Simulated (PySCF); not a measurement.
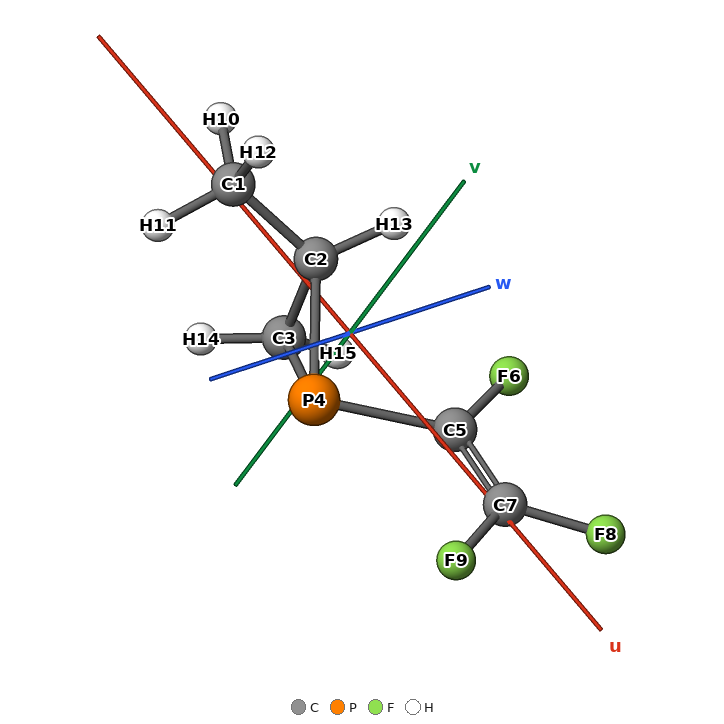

The lines u, v and w are the principal axes of the static dipole polarisability. The computed structure is the end point of a GFN2-xTB optimisation. No frequency run is at hand to confirm it as a minimum. Level of theory: B3LYP/def2-SVPD (PySCF 2.14.0).

Question: Along which axis is the molecule most polarisable, and along which least?

Answer: Most along u (close to the long direction C1···F8), least along v.

Question: Give the three principal values.

Answer: u 121.5, v 69.3, w 75.8 bohr³; mean 88.9, anisotropy 49.3 bohr³.

The geometry is semi-empirical. Around P such bond lengths and angles can be off by a tenth of an ångström or more and by several degrees, and values that hang on the shape move with them.
